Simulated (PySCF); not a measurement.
# C3H5N (propanenitrile): levels of theory compared

Aim: a comparison of 6 runs (HF/STO-3G, HF/3-21G, HF/def2-SVP, BP86/3-21G, B3LYP/6-31G*, CCSD/6-31G) of C3H5N (propanenitrile). 

The results are computed with PySCF 2.14.0.

### Step 1. The molecule

The species is C3H5N (9 atoms), meant as a singlet with charge 0. As SMILES, `CCC#N`. Geometry: relaxed at PBE0-D4/def2-TZVP.

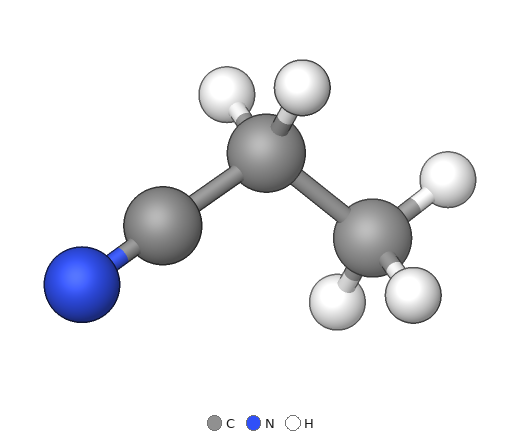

Viewed from a chosen angle; carbon grey, nitrogen blue, hydrogen white.

### Step 2. Energy and forces at HF/STO-3G (run 1)

calc.py

```python
# CCC#N
import pyscf.grad
from pyscf import gto, scf

mol = gto.M(
    atom='''
C   -0.406530   0.827960  -0.438170
C   -0.117130  -0.318420   0.526230
C    0.980750  -1.159530   0.075140
N    1.850440  -1.812720  -0.296990
H   -0.677880   0.448780  -1.424000
H   -1.233850   1.430130  -0.060230
H    0.466080   1.472300  -0.550620
H   -0.999220  -0.953050   0.650040
H    0.137320   0.064530   1.518590
''',
    verbose=4,
    spin=0,
    max_memory=1860,
    basis='sto-3g',
)

calc0 = scf.RHF(mol)
calc0.conv_tol = 1e-10
calc0.kernel()
if not calc0.converged:
    calc0 = calc0.newton().run(calc0.mo_coeff, calc0.mo_occ)

etot = calc0.e_tot
print('E(%s) = %.9f' % ('HF', etot))
grad = calc0.Gradients().kernel()
dip = calc0.dip_moment()
pop, q = calc0.mulliken_pop()
```

The run is started by

```console
$ OMP_NUM_THREADS=1 python calc.py
```

Standard output:

```text
PySCF version 2.14.0

[... 61 lines left out ...]
converged SCF energy = -168.850383358729
[... 12 lines left out ...]
Dipole moment(X, Y, Z, Debye): -2.36265,  1.88251,  0.88514
[... 35 lines left out ...]
charge of    8H =      0.09232
```

Run time: 1.5 s. Hardware: 1 thread of Intel Xeon Platinum 8259CL at 2.50GHz (Skylake/Cascade Lake), shared host; peak memory 0.12 GiB.

### Step 3. Energy and gradient at HF/3-21G (run 2)

input.py

```python
import pyscf.grad
from pyscf import gto, scf

mol = gto.Mole()
mol.atom = [
    ('C', (-0.406530, 0.827960, -0.438170)),
    ('C', (-0.117130, -0.318420, 0.526230)),
    ('C', (0.980750, -1.159530, 0.075140)),
    ('N', (1.850440, -1.812720, -0.296990)),
    ('H', (-0.677880, 0.448780, -1.424000)),
    ('H', (-1.233850, 1.430130, -0.060230)),
    ('H', (0.466080, 1.472300, -0.550620)),
    ('H', (-0.999220, -0.953050, 0.650040)),
    ('H', (0.137320, 0.064530, 1.518590)),
]
mol.max_memory = 1860
mol.spin = 0
mol.verbose = 3
mol.basis = '3-21g'
mol.build()

myscf = scf.RHF(mol)
myscf.conv_tol = 1e-10
myscf.kernel()
if not myscf.converged:
    myscf = myscf.newton().run(myscf.mo_coeff, myscf.mo_occ)

e_final = myscf.e_tot
print('E = %.10f Eh' % e_final)
grad = myscf.Gradients().kernel()
myscf.analyze()
```

The run is started by

```console
$ OMP_NUM_THREADS=1 python input.py
```

Standard output:

```text
converged SCF energy = -170.010523953105
E = -170.0105239531 Eh
--------------- RHF gradients ---------------
         x                y                z
0 C     0.0024561296    -0.0114399462     0.0101893027
1 C     0.0044635049     0.0091864519    -0.0165844613
2 C    -0.0250443174     0.0170184554     0.0127705141
3 N     0.0212739232    -0.0155065310    -0.0096258407
4 H    -0.0010471270    -0.0016172348    -0.0052756655
5 H    -0.0041759874     0.0029652522     0.0019977705
6 H     0.0044271051     0.0032761525    -0.0010994830
7 H    -0.0041853518    -0.0046353198     0.0015133891
8 H     0.0018321208     0.0007527198     0.0061144741
----------------------------------------------
**** MO energy ****
MO #1   energy= -15.4983104912322  occ= 2
MO #2   energy= -11.2248677739273  occ= 2
MO #3   energy= -11.2170049675483  occ= 2
MO #4   energy= -11.1884600055556  occ= 2
MO #5   energy= -1.24168162227159  occ= 2
MO #6   energy= -1.08674201238072  occ= 2
MO #7   energy= -0.911779683211574 occ= 2
MO #8   energy= -0.699546570949496 occ= 2
MO #9   energy= -0.658858266697497 occ= 2
MO #10  energy= -0.588796980753507 occ= 2
MO #11  energy= -0.556139781060139 occ= 2
MO #12  energy= -0.53785693388079  occ= 2
MO #13  energy= -0.531250469730994 occ= 2
MO #14  energy= -0.455160214690206 occ= 2
MO #15  energy= -0.453446131470695 occ= 2
MO #16  energy= 0.208776884029246  occ= 0
MO #17  energy= 0.219315970612871  occ= 0
MO #18  energy= 0.27026176681514   occ= 0
MO #19  energy= 0.306899282702043  occ= 0
MO #20  energy= 0.309484485519897  occ= 0
MO #21  energy= 0.332667615465206  occ= 0
MO #22  energy= 0.380126625638761  occ= 0
MO #23  energy= 0.393694589829843  occ= 0
MO #24  energy= 0.437687178809803  occ= 0
MO #25  energy= 0.603289838953395  occ= 0
MO #26  energy= 0.892575765632519  occ= 0
MO #27  energy= 0.918968439397482  occ= 0
MO #28  energy= 0.97947139418137   occ= 0
MO #29  energy= 1.00281921624686   occ= 0
MO #30  energy= 1.04015321384859   occ= 0
MO #31  energy= 1.06028514096049   occ= 0
MO #32  energy= 1.17309468914408   occ= 0
MO #33  energy= 1.18473132615613   occ= 0
MO #34  energy= 1.20645961366524   occ= 0
MO #35  energy= 1.26596160279539   occ= 0
MO #36  energy= 1.31545449514241   occ= 0
MO #37  energy= 1.33905118016713   occ= 0
MO #38  energy= 1.34884155105701   occ= 0
MO #39  energy= 1.39311874433523   occ= 0
MO #40  energy= 1.49954613916618   occ= 0
MO #41  energy= 1.55007782822383   occ= 0
MO #42  energy= 1.55555181080011   occ= 0
MO #43  energy= 1.73269612890355   occ= 0
MO #44  energy= 2.09134075433296   occ= 0
MO #45  energy= 2.44737341645045   occ= 0
MO #46  energy= 3.27336140903804   occ= 0
 ** Mulliken atomic charges  **
charge of    0C =     -0.25196
charge of    1C =     -0.15986
charge of    2C =      0.06491
charge of    3N =     -0.19936
charge of    4H =      0.10146
charge of    5H =      0.09788
charge of    6H =      0.10146
charge of    7H =      0.12274
charge of    8H =      0.12274
Dipole moment(X, Y, Z, Debye): -2.98073,  2.40480,  1.08201
```

Wall time 1.8 s (1 thread of Intel Xeon Platinum 8259CL at 2.50GHz (Skylake/Cascade Lake), shared host); peak memory 0.12 GiB.

Runs 3 to 5 aren't shown in full; the table further down has their settings and results.

### Step 4. A single-point energy at CCSD/6-31G (run 6)

run.py

```python
from pyscf import gto, cc

system = gto.Mole()
system.atom = [
    ('C', (-0.406530, 0.827960, -0.438170)),
    ('C', (-0.117130, -0.318420, 0.526230)),
    ('C', (0.980750, -1.159530, 0.075140)),
    ('N', (1.850440, -1.812720, -0.296990)),
    ('H', (-0.677880, 0.448780, -1.424000)),
    ('H', (-1.233850, 1.430130, -0.060230)),
    ('H', (0.466080, 1.472300, -0.550620)),
    ('H', (-0.999220, -0.953050, 0.650040)),
    ('H', (0.137320, 0.064530, 1.518590)),
]
system.verbose = 4
system.basis = '6-31g'
system.max_memory = 1860
system.charge = 0
system.build()

mf = system.RHF()
mf.conv_tol = 1e-10
mf.kernel()
if not mf.converged:
    mf = mf.newton().run(mf.mo_coeff, mf.mo_occ)

mycc = cc.CCSD(mf, frozen=4)
mycc.kernel()
etot = mycc.e_tot
print('E(%s) = %.9f' % ('CCSD', etot))
mf.analyze()
```

The run is started by

```console
$ OMP_NUM_THREADS=1 python run.py
```

Standard output:

```text
PySCF version 2.14.0

[... 98 lines left out ...]
One-electron Energy =                 -434.137101204968019
[... 8 lines left out ...]
MO #4   energy= -11.2488420829039  occ= 2
[... 6 lines left out ...]
MO #11  energy= -0.559516483412978 occ= 2
[... 6 lines left out ...]
MO #18  energy= 0.23659709295949   occ= 0
[... 6 lines left out ...]
MO #25  energy= 0.468150480589958  occ= 0
[... 6 lines left out ...]
MO #32  energy= 0.89853648642022   occ= 0
[... 6 lines left out ...]
MO #39  energy= 1.18939777591785   occ= 0
[... 6 lines left out ...]
MO #46  energy= 2.0147105000553    occ= 0
[... 58 lines left out ...]
Dipole moment(X, Y, Z, Debye): -3.16307,  2.53632,  1.16641
```

Wall time 2.2 s (1 thread of Intel Xeon Platinum 8259CL at 2.50GHz (Skylake/Cascade Lake), shared host); peak memory 0.15 GiB.

### Step 5. All runs side by side

| run | level | integration grid | task | energy (Eh) | dipole moment (D) of the reference | HOMO energy (eV) | LUMO energy (eV) | wall time |
| --- | --- | --- | --- | --- | --- | --- | --- | --- |
| 1 | HF/STO-3G | – | gradient | -168.850383 | 3.15 | -10.94 | 9.87 | 1.5 s |
| 2 | HF/3-21G | – | gradient | -170.010524 | 3.98 | -12.34 | 5.68 | 1.8 s |
| 3 | HF/def2-SVP | – | gradient | -170.832420 | 4.14 | -12.49 | 4.12 | 6 s |
| 4 | BP86/3-21G | 5 | gradient | -171.121296 | 3.63 | -7.79 | 0.31 | 14 s |
| 5 | B3LYP/6-31G* (spherical functions) | 5 | gradient | -172.064011 | 3.88 | -8.78 | 1.00 | 23 s |
| 6 | CCSD/6-31G | – | energy | -171.293915 | 4.22 | -12.45 | 5.13 | 2.2 s |

### Step 6. Summary of results

| quantity | value |
| --- | --- |
| run 6: total energy | -171.29391 Eh |
| run 6: dipole moment (Hartree–Fock density) | 4.22 D |
| run 6: HOMO energy (Hartree–Fock orbitals) | -12.45 eV |
| run 6: LUMO energy (Hartree–Fock orbitals) | 5.13 eV |
| run 6: HOMO–LUMO gap (Hartree–Fock orbitals) | 17.58 eV |
| run 6: correlation energy (4 core orbitals frozen) | -410.5 mEh |
| run 6: T1 diagnostic | 0.010 |

What this shows: Over runs 1, 2, 3, 4, 5 the dipole moment (its size) runs from 3.15 D (HF/STO-3G) to 4.14 D (HF/def2-SVP). Over runs 1, 2, 3, 4, 5 the HOMO–LUMO gap runs from 8.10 eV (BP86/3-21G) to 20.81 eV (HF/STO-3G). The two ends differ in method and basis. Totals of different functionals can't be ranked against each other. In run 1 the basis is minimal, so the values are rough. All runs together took 48 s, the longest 23 s.
